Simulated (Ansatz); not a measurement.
**Ti3Al: a line through a two-coordinate scan**

Aim: follow the energy of Ti₃Al (P-6m2, No. 187; 4 atoms in the cell) along one coordinate, shift of Ti2 along [0 0 1], with the other held at c/a of the conventional cell at fixed volume = 3.240.

Computed with Ansatz 0.2.0 (DFT PBEsol, scalar-relativistic, plane waves, PAW, unless a step's input says otherwise).

17 further runs of the same task are left out: 17 set aside as unsound or not needed. Runs told in other sessions of the task aren't counted.

## (1) Starting point

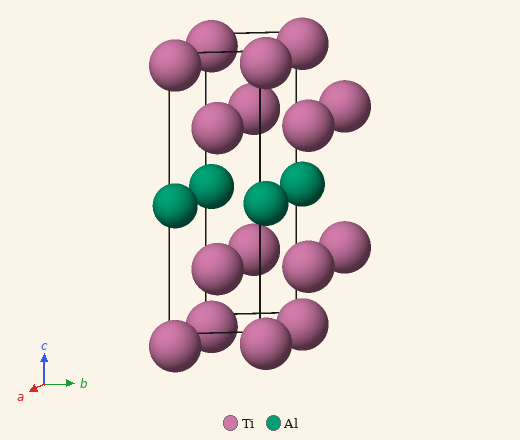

The starting structure, seen slightly off an axis (titanium pink, aluminium teal). 2×2×1 cells are drawn. Atoms on the faces are drawn again on the opposite ones.

Structure file:

```
Ti Al
1.0
     2.89548    0.00000    0.00000
    -1.44774    2.50756    0.00000
     0.00000    0.00000    9.13834
Ti Al
3 1
Direct
  0.66667 0.33333 0.00000
  0.33333 0.66667 0.75117
  0.33333 0.66667 0.24883
  0.66667 0.33333 0.50000
```

It goes back to an entry of the Materials Project, which need not be the stable form.

This cell was relaxed beforehand with the same method: volume 16.59 Å³/atom, gap on the mesh none (metal).

## (2) What is varied

Atoms count from 1 in the order of the input.

The energy is mapped over a free internal coordinate and the cell.

- shift of Ti2 along [0 0 1], its symmetry partners moved as symmetry demands (measured in the relaxed cell): 7 values from −0.15 to 0.15 Å
- c/a of the conventional cell at fixed volume: 7 values from 2.904 to 3.409

Nothing else is relaxed (all other coordinates fixed). Energies count from the relaxed crystal. Points are written as (first, second).

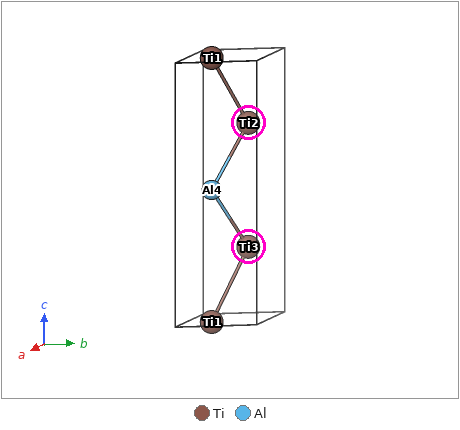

The geometry at (−0.15 Å, 3.240). Rings mark the moved atoms.

## (3) The run at (−0.15 Å, 3.240)

input.yaml reads:

```yaml
crystal:
  lattice:
    - [2.8701969374, 0.0, 0.0]
    - [-1.4350984687, 2.4856634617, 0.0]
    - [0.0, 0.0, 9.3000121166]
  atoms:
    - { symbol: Ti, position: [0.6666666667, 0.3333333333, 0.0] }
    - { symbol: Ti, position: [0.3333333333, 0.6666666667, 0.7347588385] }
    - { symbol: Ti, position: [0.3333333333, 0.6666666667, 0.2652411615] }
    - { symbol: Al, position: [0.6666666667, 0.3333333333, 0.5] }
basis:
  ecutwfc: 520.0
kpoints:
  mp_grid: { grid: [15, 15, 6] }
hamiltonian:
  xc: pbesol
  pseudopotentials: { kind: paw, azcp: { folder: soft_1 } }
scf:
  occupations: { method: gaussian, width: 0.15 }
output:
  forces: true
  stress: true
  eigenvalues: true
```

The run is started by

```sh
> ansatz run input.yaml --threads 2 --pin off --max-ram 4096MiB --backend cpu --events-out ev --progress --plain --runs-dir out
```

What it wrote (excerpt; [...] marks lines left out):

```text
Warning: <dir> the record states the generating functional pbe (its physics header spells it `PBE`), which answers neither for hamiltonian.xc's functional nor for the pbesol family's — results may be inconsistent (PPs are generated against a specific XC)
[...]
Warning: RAYON_NUM_THREADS=2 ignored (pool sized by the plan → 2); use --threads N
[...]
Pseudopotentials: kind: paw
Pseudopotential: Ti, paw, valence charge 12, recommended cutoff 420 eV (normal), <dir>
Pseudopotential: Al, paw, valence charge 3, recommended cutoff 420 eV (normal), <dir>
Functional definition: PBEsol
[...]
Crystal: 4 atoms, lattice volume = 66.349 Å³
Basis set: ecut = 520 eV, 1811 PW (Γ), exchange–correlation on 48×48×144 points (8 copies of the dense FFT grid, shifted against one another)
Bands: 24, of which v1, the nominal top of the filled ones, is band 20 counted from 1 (19 counted from 0)
Symmetry: 12 space group operations
Space group: P-6m2 (ITA 187), of the structure as read, at distance tolerance 4.0e-5 Å
k-points: 108 of 1350 (time reversal used)
[...]
SCF iter   1: F=—  HF=-7947.429567 eV  |F-HF|=—  |Δ(HF+E_count)|=         —  Δρ=5.70e-2  dr2=2.35e0  ethr=3.10e-3  ⟨swp⟩=4.9  Hψ=9484  notcnv=0
[...]
SCF iter   9: F=-7946.622329 eV  HF=-7946.622329 eV  |F-HF|=9.38e-9  |Δ(HF+E_count)|=   3.67e-8  Δρ=2.78e-6  dr2=9.06e-9  ethr=2.56e-10  ⟨swp⟩=3.9  Hψ=9681  notcnv=0
[...]
SCF converged after 9 iterations
Free energy (F): -7946.622329 eV
[...]
E sigma→0 (E₀):  -7946.595099 eV
Entropy (-TS):   -0.054461 eV (-13.615 meV/atom)
Fermi energy:    12.030933 eV
[...]
--- Forces (eV/Å), atoms counted from 1 ---
  atom   1  Ti     0.00000000    -0.00000000     0.00000000
  atom   2  Ti     0.00000000     0.00000000     1.03689750
  atom   3  Ti     0.00000000     0.00000000    -1.03689750
  atom   4  Al    -0.00000000     0.00000000     0.00000000
[...]
--- Stress (GPa, compression-positive) ---
        0.132021       0.000000       0.000000
        0.000000       0.132021       0.000000
        0.000000       0.000000       0.570393
  P = ⅓ Tr σ = 0.2781 GPa (2.781 kbar)
--- Band table (eV; the first three rows and the last of 108) ---
  k-point 0: bands = ["-44.4035", "-44.2467", "-44.2394", "-20.9504", "-20.6776", "-20.5213", "-20.4163", "-20.4163", "-20.2720", "-20.2720", "-20.2686", "-20.2686", "3.3832", "6.9961", "7.1350", "9.5816", "11.4839", "12.0315", "12.2835", "13.0254", "13.0254", "13.1560", "13.1560", "13.3184"]
[...]
```

It took 19 s on 2 threads of Arm Neoverse N1, shared host; peak memory 0.44 GiB.

On the map this point reads 41 meV/atom.

## (4) Grid point (−0.10 Å, 3.240)

Edit input.yaml of step 3 so:

```diff
@@ -7,4 +7,4 @@
     - { symbol: Ti, position: [0.6666666667, 0.3333333333, 0.0] }
-    - { symbol: Ti, position: [0.3333333333, 0.6666666667, 0.7347588385] }
-    - { symbol: Ti, position: [0.3333333333, 0.6666666667, 0.2652411615] }
+    - { symbol: Ti, position: [0.3333333333, 0.6666666667, 0.7402302947] }
+    - { symbol: Ti, position: [0.3333333333, 0.6666666667, 0.2597697053] }
     - { symbol: Al, position: [0.6666666667, 0.3333333333, 0.5] }
@@ -23 +23,5 @@
   eigenvalues: true
+  write_density: true
+  write_potential: true
+  elf: true
+  volumetric_format: npy
```

The run is started by

```sh
> ansatz run input.yaml --threads 2 --pin off --max-ram 4096MiB --backend cpu --events-out ev --progress --plain --runs-dir out
```

What it wrote (excerpt; [...] marks lines left out):

```text
Warning: <dir> the record states the generating functional pbe (its physics header spells it `PBE`), which answers neither for hamiltonian.xc's functional nor for the pbesol family's — results may be inconsistent (PPs are generated against a specific XC)
[...]
Warning: RAYON_NUM_THREADS=2 ignored (pool sized by the plan → 2); use --threads N
[...]
[... 4 set-up lines as earlier in the session ...]
[...]
Crystal: 4 atoms, lattice volume = 66.349 Å³
Basis set: ecut = 520 eV, 1811 PW (Γ), exchange–correlation on 48×48×144 points (8 copies of the dense FFT grid, shifted against one another)
Bands: 24, of which v1, the nominal top of the filled ones, is band 20 counted from 1 (19 counted from 0)
[... 2 set-up lines as earlier in the session ...]
k-points: 108 of 1350 (time reversal used)
[...]
SCF iter   1: F=—  HF=-7947.546490 eV  |F-HF|=—  |Δ(HF+E_count)|=         —  Δρ=5.53e-2  dr2=2.54e0  ethr=3.10e-3  ⟨swp⟩=4.8  Hψ=9445  notcnv=0
[...]
SCF iter  10: F=-7946.709532 eV  HF=-7946.709532 eV  |F-HF|=1.79e-8  |Δ(HF+E_count)|=   1.50e-8  Δρ=2.49e-6  dr2=1.85e-8  ethr=2.56e-10  ⟨swp⟩=7.0  Hψ=13360  notcnv=0
[...]
SCF converged after 10 iterations
Free energy (F): -7946.709532 eV
[...]
E sigma→0 (E₀):  -7946.683511 eV
Entropy (-TS):   -0.052044 eV (-13.011 meV/atom)
Fermi energy:    12.047484 eV
[...]
--- Forces (eV/Å), atoms counted from 1 ---
  atom   1  Ti    -0.00000000    -0.00000000     0.00000000
  atom   2  Ti    -0.00000000     0.00000000     0.67710427
  atom   3  Ti     0.00000000     0.00000000    -0.67710427
  atom   4  Al     0.00000000     0.00000000     0.00000000
[...]
--- Stress (GPa, compression-positive) ---
        0.332196       0.000000       0.000000
        0.000000       0.332196       0.000000
        0.000000       0.000000      -0.967098
  P = ⅓ Tr σ = -0.1009 GPa (-1.009 kbar)
--- Band table (eV; the first three rows and the last of 108) ---
[... band rows left out ...]
[...]
```

It took 26 s on 2 threads of Arm Neoverse N1, shared host; peak memory 0.46 GiB.

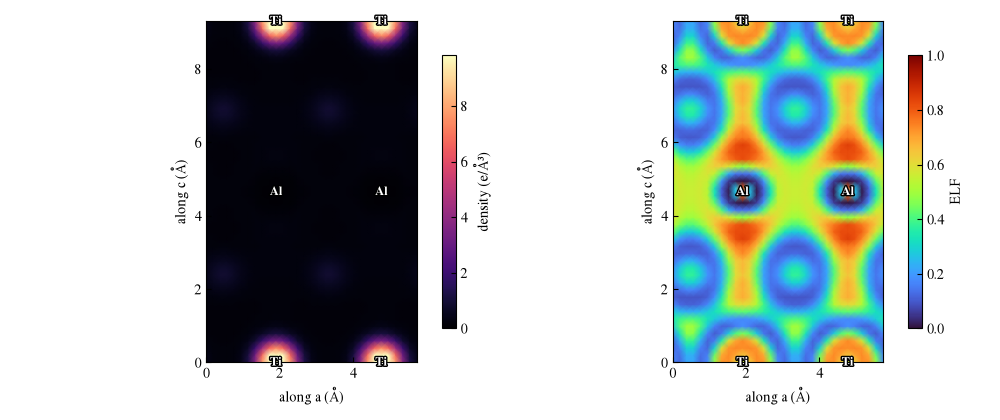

Density (left) and ELF (right) in a lattice plane of the grid's cell (edges 2.87 and 9.30 Å, at 0.333 of the third edge), which holds Ti and Al. Only atoms in the plane are labelled; the density scale stops at 9.82 e/Å³. Both are smooth fields of the valence electrons: close to the nuclei they are not physical.

Outside the cores ELF peaks at 0.85 beside Al, off the lines to its neighbours, 1.3 Å from Al; 0.77 between the atoms, 2.0 Å from Ti.

That is 20 meV/atom from the zero.

## (5) Grid point (−0.05 Å, 3.240)

input.yaml reads:

```yaml
crystal:
  lattice:
    - [2.8701969374, 0.0, 0.0]
    - [-1.4350984687, 2.4856634617, 0.0]
    - [0.0, 0.0, 9.3000121166]
  atoms:
    - { symbol: Ti, position: [0.6666666667, 0.3333333333, 0.0] }
    - { symbol: Ti, position: [0.3333333333, 0.6666666667, 0.745701751] }
    - { symbol: Ti, position: [0.3333333333, 0.6666666667, 0.254298249] }
    - { symbol: Al, position: [0.6666666667, 0.3333333333, 0.5] }
basis:
  ecutwfc: 520.0
kpoints:
  mp_grid: { grid: [15, 15, 6] }
hamiltonian:
  xc: pbesol
  pseudopotentials: { kind: paw, azcp: { folder: soft_1 } }
scf:
  occupations: { method: gaussian, width: 0.15 }
output:
  forces: true
  stress: true
  eigenvalues: true
```

The run is started by

```sh
> ansatz run input.yaml --threads 2 --pin off --max-ram 4096MiB --backend cpu --events-out ev --progress --plain --runs-dir out
```

What it wrote (excerpt; [...] marks lines left out):

```text
[...]
SCF converged after 9 iterations
Free energy (F): -7946.760080 eV
[...]
E sigma→0 (E₀):  -7946.735995 eV
Entropy (-TS):   -0.048171 eV (-12.043 meV/atom)
Fermi energy:    12.066798 eV
[...]
--- Forces (eV/Å), atoms counted from 1 ---
  atom   1  Ti     0.00000000    -0.00000000     0.00000000
  atom   2  Ti     0.00000000     0.00000000     0.31471883
  atom   3  Ti     0.00000000     0.00000000    -0.31471883
  atom   4  Al     0.00000000     0.00000000     0.00000000
[...]
--- Stress (GPa, compression-positive) ---
        0.712690       0.000000       0.000000
        0.000000       0.712690       0.000000
        0.000000       0.000000      -2.185316
  P = ⅓ Tr σ = -0.2533 GPa (-2.533 kbar)
--- Band table (eV; the first three rows and the last of 108) ---
  k-point 0: bands = ["-44.3178", "-44.2456", "-44.2136", "-20.9468", "-20.6810", "-20.4299", "-20.3265", "-20.3265", "-20.2656", "-20.2656", "-20.2488", "-20.2488", "3.4380", "6.9577", "7.1565", "9.5431", "11.2315", "12.2990", "12.5573", "13.0146", "13.0146", "13.1210", "13.1210", "13.3596"]
[...]
```

Run time: 27 s. Hardware: 2 threads of Arm Neoverse N1, shared host; peak memory 0.45 GiB.

That is 7 meV/atom from the zero.

## (6) Grid point (0.00 Å, 3.240)

Edit input.yaml of step 5 so:

```diff
@@ -7,4 +7,4 @@
     - { symbol: Ti, position: [0.6666666667, 0.3333333333, 0.0] }
-    - { symbol: Ti, position: [0.3333333333, 0.6666666667, 0.745701751] }
-    - { symbol: Ti, position: [0.3333333333, 0.6666666667, 0.254298249] }
+    - { symbol: Ti, position: [0.3333333333, 0.6666666667, 0.7511732072] }
+    - { symbol: Ti, position: [0.3333333333, 0.6666666667, 0.2488267928] }
     - { symbol: Al, position: [0.6666666667, 0.3333333333, 0.5] }
```

The run is started by

```sh
> ansatz run input.yaml --threads 2 --pin off --max-ram 4096MiB --backend cpu --events-out ev --progress --plain --runs-dir out
```

What it wrote (excerpt; [...] marks lines left out):

```text
[...]
SCF converged after 9 iterations
Free energy (F): -7946.773158 eV
[...]
E sigma→0 (E₀):  -7946.750775 eV
Entropy (-TS):   -0.044766 eV (-11.191 meV/atom)
Fermi energy:    12.086678 eV
[...]
--- Forces (eV/Å), atoms counted from 1 ---
  atom   1  Ti     0.00000000    -0.00000000     0.00000000
  atom   2  Ti     0.00000000     0.00000000    -0.06022319
  atom   3  Ti     0.00000000     0.00000000     0.06022319
  atom   4  Al     0.00000000     0.00000000     0.00000000
[...]
--- Stress (GPa, compression-positive) ---
        1.203803       0.000000       0.000000
        0.000000       1.203803       0.000000
        0.000000       0.000000      -2.894247
  P = ⅓ Tr σ = -0.1622 GPa (-1.622 kbar)
--- Band table (eV; the first three rows and the last of 108) ---
  k-point 0: bands = ["-44.2930", "-44.2451", "-44.1776", "-20.9537", "-20.6863", "-20.3742", "-20.2967", "-20.2967", "-20.2623", "-20.2623", "-20.2197", "-20.2197", "3.4688", "6.9392", "7.1725", "9.5153", "11.1159", "12.4586", "12.7074", "12.9981", "12.9981", "13.0901", "13.0901", "13.3741"]
[...]
```

Run time: 20 s. Hardware: 2 threads of Arm Neoverse N1, shared host; peak memory 0.44 GiB.

On the map this point reads 3.8 meV/atom.

## (7) Point (0.05 Å, 3.240)

Edit input.yaml of step 6 so:

```diff
@@ -7,4 +7,4 @@
     - { symbol: Ti, position: [0.6666666667, 0.3333333333, 0.0] }
-    - { symbol: Ti, position: [0.3333333333, 0.6666666667, 0.7511732072] }
-    - { symbol: Ti, position: [0.3333333333, 0.6666666667, 0.2488267928] }
+    - { symbol: Ti, position: [0.3333333333, 0.6666666667, 0.7566446634] }
+    - { symbol: Ti, position: [0.3333333333, 0.6666666667, 0.2433553366] }
     - { symbol: Al, position: [0.6666666667, 0.3333333333, 0.5] }
```

The run is started by

```sh
> ansatz run input.yaml --threads 2 --pin off --max-ram 4096MiB --backend cpu --events-out ev --progress --plain --runs-dir out
```

What it wrote (excerpt; [...] marks lines left out):

```text
Warning: <dir> the record states the generating functional pbe (its physics header spells it `PBE`), which answers neither for hamiltonian.xc's functional nor for the pbesol family's — results may be inconsistent (PPs are generated against a specific XC)
[...]
Warning: RAYON_NUM_THREADS=2 ignored (pool sized by the plan → 2); use --threads N
[...]
[... 4 set-up lines as earlier in the session ...]
[...]
Crystal: 4 atoms, lattice volume = 66.349 Å³
Basis set: ecut = 520 eV, 1811 PW (Γ), exchange–correlation on 48×48×144 points (8 copies of the dense FFT grid, shifted against one another)
Bands: 24, of which v1, the nominal top of the filled ones, is band 20 counted from 1 (19 counted from 0)
[... 2 set-up lines as earlier in the session ...]
k-points: 108 of 1350 (time reversal used)
[...]
SCF iter   9: F=-7946.747419 eV  HF=-7946.747419 eV  |F-HF|=1.07e-8  |Δ(HF+E_count)|=   3.57e-7  Δρ=5.47e-6  dr2=1.71e-8  ethr=2.56e-10  ⟨swp⟩=3.8  Hψ=10109  notcnv=0
the search or the solves at the SCF's close seem to have found levels that the self-consistency loop had missed (the run counts 1). By its estimate they hold under 1e-12 electrons; where the run keeps them, the occupations were computed again with them
[...]
SCF converged after 9 iterations
Free energy (F): -7946.747419 eV
[...]
E sigma→0 (E₀):  -7946.725993 eV
Entropy (-TS):   -0.042852 eV (-10.713 meV/atom)
Fermi energy:    12.105728 eV
[...]
--- Forces (eV/Å), atoms counted from 1 ---
  atom   1  Ti     0.00000000    -0.00000000     0.00000000
  atom   2  Ti     0.00000000     0.00000000    -0.44800543
  atom   3  Ti     0.00000000     0.00000000     0.44800543
  atom   4  Al     0.00000000     0.00000000     0.00000000
[...]
--- Stress (GPa, compression-positive) ---
        1.785146       0.000000       0.000000
        0.000000       1.785146       0.000000
        0.000000       0.000000      -3.045284
  P = ⅓ Tr σ = 0.1750 GPa (1.750 kbar)
--- Band table (eV; the first three rows and the last of 108) ---
[... band rows left out ...]
[...]
```

Wall time 25 s (2 threads of Arm Neoverse N1, shared host); peak memory 0.46 GiB.

On the map this point reads 10 meV/atom.

## (8) Grid point (0.10 Å, 3.240)

Edit input.yaml of step 7 so:

```diff
@@ -7,4 +7,4 @@
     - { symbol: Ti, position: [0.6666666667, 0.3333333333, 0.0] }
-    - { symbol: Ti, position: [0.3333333333, 0.6666666667, 0.7566446634] }
-    - { symbol: Ti, position: [0.3333333333, 0.6666666667, 0.2433553366] }
+    - { symbol: Ti, position: [0.3333333333, 0.6666666667, 0.7621161197] }
+    - { symbol: Ti, position: [0.3333333333, 0.6666666667, 0.2378838803] }
     - { symbol: Al, position: [0.6666666667, 0.3333333333, 0.5] }
```

The run is started by

```sh
> ansatz run input.yaml --threads 2 --pin off --max-ram 4096MiB --backend cpu --events-out ev --progress --plain --runs-dir out
```

What it wrote (excerpt; [...] marks lines left out):

```text
Warning: <dir> the record states the generating functional pbe (its physics header spells it `PBE`), which answers neither for hamiltonian.xc's functional nor for the pbesol family's — results may be inconsistent (PPs are generated against a specific XC)
[...]
Warning: RAYON_NUM_THREADS=2 ignored (pool sized by the plan → 2); use --threads N
[...]
[... 4 set-up lines as earlier in the session ...]
[...]
Crystal: 4 atoms, lattice volume = 66.349 Å³
Basis set: ecut = 520 eV, 1811 PW (Γ), exchange–correlation on 48×48×144 points (8 copies of the dense FFT grid, shifted against one another)
Bands: 24, of which v1, the nominal top of the filled ones, is band 20 counted from 1 (19 counted from 0)
[... 2 set-up lines as earlier in the session ...]
k-points: 108 of 1350 (time reversal used)
[...]
SCF iter   1: F=—  HF=-7948.167992 eV  |F-HF|=—  |Δ(HF+E_count)|=         —  Δρ=6.15e-2  dr2=1.50e1  ethr=3.10e-3  ⟨swp⟩=4.2  Hψ=9482  notcnv=0
[...]
SCF iter   9: F=-7946.681529 eV  HF=-7946.681529 eV  |F-HF|=6.81e-8  |Δ(HF+E_count)|=   3.54e-7  Δρ=8.35e-6  dr2=8.32e-8  ethr=2.56e-10  ⟨swp⟩=4.3  Hψ=10976  notcnv=0
[...]
SCF converged after 9 iterations
Free energy (F): -7946.681529 eV
[...]
E sigma→0 (E₀):  -7946.660271 eV
Entropy (-TS):   -0.042517 eV (-10.629 meV/atom)
Fermi energy:    12.121748 eV
[...]
--- Forces (eV/Å), atoms counted from 1 ---
  atom   1  Ti     0.00000000    -0.00000000     0.00000000
  atom   2  Ti     0.00000000     0.00000000    -0.84884610
  atom   3  Ti     0.00000000     0.00000000     0.84884610
  atom   4  Al     0.00000000     0.00000000     0.00000000
[...]
--- Stress (GPa, compression-positive) ---
        2.449536       0.000000       0.000000
        0.000000       2.449536       0.000000
        0.000000       0.000000      -2.629324
  P = ⅓ Tr σ = 0.7566 GPa (7.566 kbar)
--- Band table (eV; the first three rows and the last of 108) ---
[... band rows left out ...]
[...]
```

Wall time 20 s (2 threads of Arm Neoverse N1, shared host); peak memory 0.45 GiB.

That is 27 meV/atom from the zero.

## (9) What came out

| shift of Ti2 along [0 0 1], its symmetry partners moved as symmetry demands (measured in the relaxed cell) (Å) | step | energy (meV/atom) | slope (meV/atom per Å) | pressure (GPa) | largest force on an atom (eV/Å) |
| --- | --- | --- | --- | --- | --- |
| −0.15 | 3 | 41 | −528 | 0.28 | 1.04 |
| −0.10 | 4 | 20 | −345 | −0.10 | 0.68 |
| −0.05 | 5 | 7 | −160 | −0.25 | 0.32 |
| 0.00 | 6 | 3.8 | 31 | −0.16 | 0.06 |
| 0.05 | 7 | 10 | 228 | 0.17 | 0.45 |
| 0.10 | 8 | 27 | 432 | 0.76 | 0.85 |
| 0.15 | – | 53 | 641 | 1.58 | 1.26 |

Energies count from the relaxed crystal. Rows without a step come from runs not printed here or follow by symmetry. Slopes come from the forces (and the stress, where the cell changes), not from differences of energies.

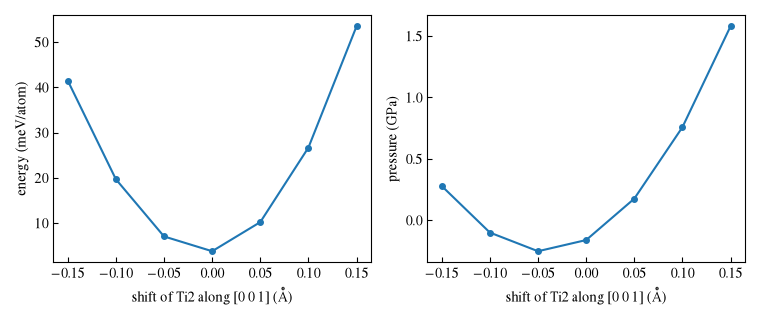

Energy and pressure along the line.

The lowest point computed on the line is at 0.00 Å, 3.8 meV/atom from the zero. Energies and slopes round the minimum, fitted together, put the minimum at −0.008 Å, with a curvature of about 3900 meV/atom per Å². The well is lopsided: two grid steps out, the energy rises by 16 meV/atom towards smaller values and 23 meV/atom towards larger ones. The highest point computed, at 0.15 Å, lies 50 meV/atom above the lowest. This is one cut through a surface in two coordinates; the map's lowest point lies off it.
